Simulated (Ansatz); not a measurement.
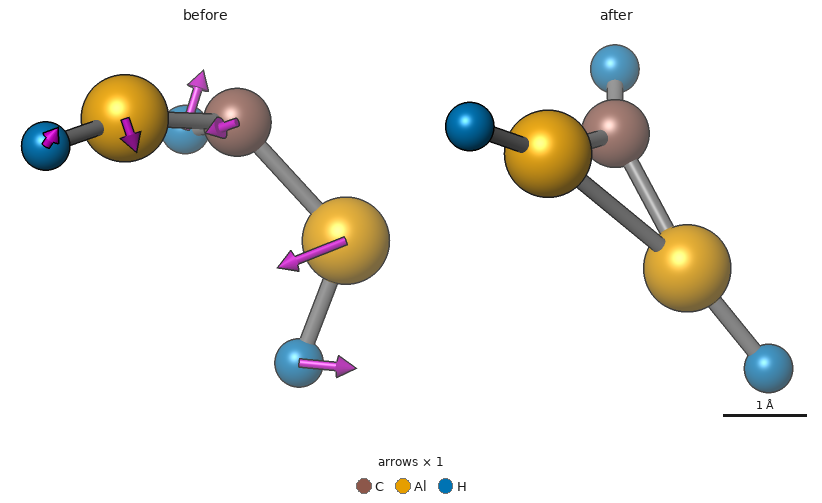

The structure of CH$_{3}$Al$_{2}$ (multiplicity 2) before (left) and after (right) a relaxation, at one scale. The purple arrows give the displacements, at their true length.

The picture is a ball-and-stick view, seen from a free direction.

It is one of the separated reactants of a reaction.

Theory: Ansatz 0.2.0, UKS PBE-D4/def2-SVP. Settings: force threshold 0.03 eV/Å; at most 250 steps.

Q: What changed between the two?

A: The atom that moves furthest after the best rigid fit is an Al atom (0.92 Å). Largest moves by element: Al 0.92 Å, H 0.77 Å, C 0.48 Å. Among the contacts that change: Al–Al 3.442 → 2.589 Å, Al–C 1.981 → 1.855 Å, Al–C 1.944 → 1.858 Å, Al–H 1.520 → 1.601 Å. Bond angles that change, for instance: C–Al–H 116.8° → 156.1°, Al–C–Al 122.5° → 88.4°, Al–C–H 102.4° → 136.3°. After 13 geometry steps the energy has fallen by 120.0 kJ/mol. The largest force component goes from 3.5 to 0.03 eV/Å.
